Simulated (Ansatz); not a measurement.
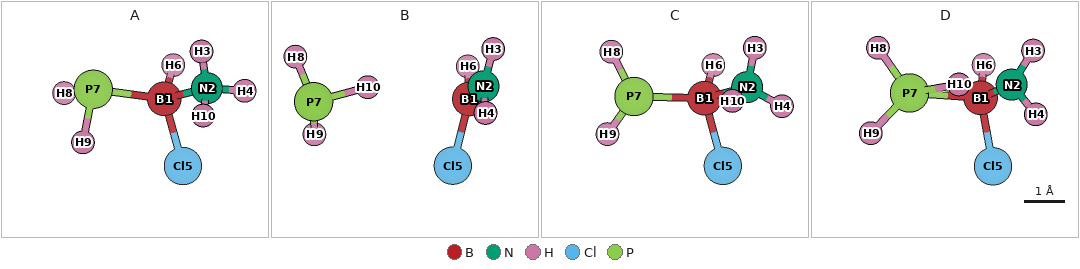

4 geometries from a converged minimum-energy path of BPNH$_{6}$Cl, made up at the start of BNH3Cl and PH$_{3}$, shuffled. Style: ball-and-stick. Shown from a free direction.

These are results of RKS B3LYP-D4/6-31G* in Ansatz, not measurements. Settings: 7 movable images; climbing image; force threshold 0.05 eV/Å; iteration limit 39; starting path through a guess of the saddle point.

Question: Which frame is the transition state?

Answer: D. In order along the path, whose images run from 0 to 8: B (image 1, +0.2 kJ/mol), D (image 4, +168.0 kJ/mol), C (image 6, +22.3 kJ/mol), A (image 8, +15.8 kJ/mol). Breaking: P7–H10 (1.42 → 1.62 at the top → 3.09 Å). Forming: B1–P7 (3.94 → 2.07 at the top → 1.98 Å), N2–H10 (3.06 → 1.51 at the top → 1.02 Å).

Limits of the set-up: the start holds two separate molecules, 3.1 Å apart at their closest, whose relative position is a soft coordinate.
